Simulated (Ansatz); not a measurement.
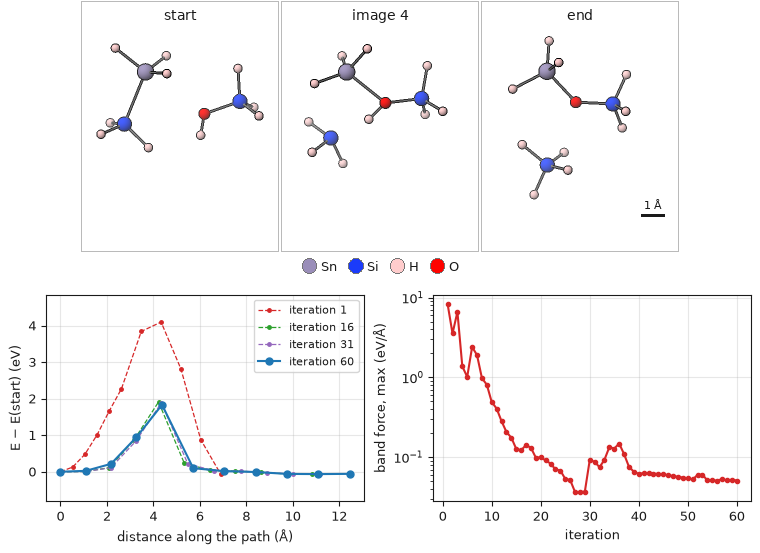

NEB run on SnSi2H10O, made up at the start of SnSiH6 and SiH₄O. Images are numbered from 0 (start) to 10 (end). The plot follows the band through its iterations. Style: ball-and-stick. Shown at a tilt.

Level of theory: RKS B3LYP-D4/def2-mTZVP in Ansatz 0.2.0. Settings: 9 movable images; climbing image; force threshold 0.05 eV/Å; iteration limit 60; starting path through a guess of the saddle point.

### Did the band converge, and can the barrier be trusted?

The result isn't final. The band hadn't converged when the run stopped after 60 iterations. The largest component of the band force went from 8.3 to 0.051 eV/Å. The barrier read from it is provisional, though the highest image hardly moved in the last two iterations. The first iteration put the highest image at 4.10 eV. The highest point, image 4, lies 1.83 eV above the start and 1.89 eV above the end; the end is at −0.06 eV relative to the start. Image 9 lies below both ends, at −0.07 eV, which may mean an intermediate minimum or an end that is no minimum.

Limits of the set-up: the start holds two separate molecules, 2.4 Å apart at their closest, whose relative position is a soft coordinate.
